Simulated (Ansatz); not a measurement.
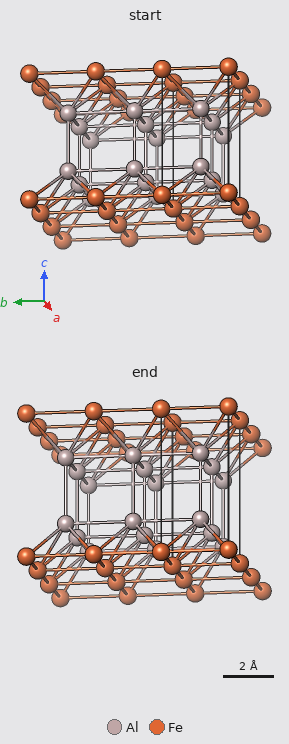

The structure of a crystal of Al$_{2}$Fe (a generated structure, set up in P4/mmm) (coarse preliminary run) before (top) and after (bottom) a relaxation, at one scale.

The picture is a ball-and-stick view of the cell of the calculation, repeated 3 × 3 × 1 with one cell outlined, seen from a free direction.

All numbers below come from DFT PBE, scalar-relativistic, plane waves, PAW in Ansatz 0.2.0.

Input
```yaml
crystal:
  lattice:
    - [2.70207748, 0.0, 0.0]
    - [0.0, 2.70207748, 0.0]
    - [0.0, 0.0, 5.16253826]
  atoms:
    - { symbol: Al, position: [0.5, 0.5, 0.27000001] }
    - { symbol: Al, position: [0.5, 0.5, 0.72999999] }
    - { symbol: Fe, position: [0.0, 0.0, 0.0], spin: 4.0 }
basis:
  ecutwfc: 420
kpoints:
  mp_grid: { grid: [6, 6, 4] }
hamiltonian:
  xc: pbe
scf:
  occupations: { method: gaussian, width: 0.1 }
  lower_state_search: "off"
output:
  forces: true
  stress: true
  eigenvalues: true
  populations: true
magnetization:
  spin_polarized: true
relax:
  adjacent_minimum: "off"
  f_tol: 0.04
  max_steps: 70
  cell: { stress_tol: 0.4 }
```

Command:
```bash
ansatz run input.yaml --threads 1 --pin off --max-ram 2560MiB --backend cpu --events-out ev --progress --plain --runs-dir out
```

> Describe what moved and what it gained.

After 6 accepted moves (9 points after the start) the energy has fallen by 0.660 eV per cell of the calculation. The largest force component goes from 0.77 to 0.0029 eV/Å. Pressure: 27.10 GPa at the start and 0.25 GPa at the end. The line search rejected the trial step at point 5 of the run. The SCF was repeated twice at an unchanged geometry on a basis and grid sized afresh for the cell, which shifted the energy by 19.7 meV per cell of the calculation at most. The atoms keep their places relative to the cell (all moves are under 0.005 Å). The drawn cell changes as follows: a = b 2.702 → 2.743 Å (+1.5 %), c 5.163 → 5.869 Å (+13.7 %); the volume changes by +17.1 %. Near-neighbour distances that change, for instance: Al1–Al2 2.788 → 3.161 Å, Al1–Al2 (another image) 2.375 → 2.708 Å, Al1–Fe3 2.365 → 2.502 Å, Al1–Al1 2.702 → 2.743 Å. The space group stays P4/mmm (No. 123). The program noted that the starting moments weren't kept. Cost: 19 s on 1 thread of Intel(R) Xeon(R) 6975P-C (Granite Rapids) (shared host), peak memory 0.36 GiB.

Limits of the set-up: the k-point mesh is coarse for a cell with partly filled bands.
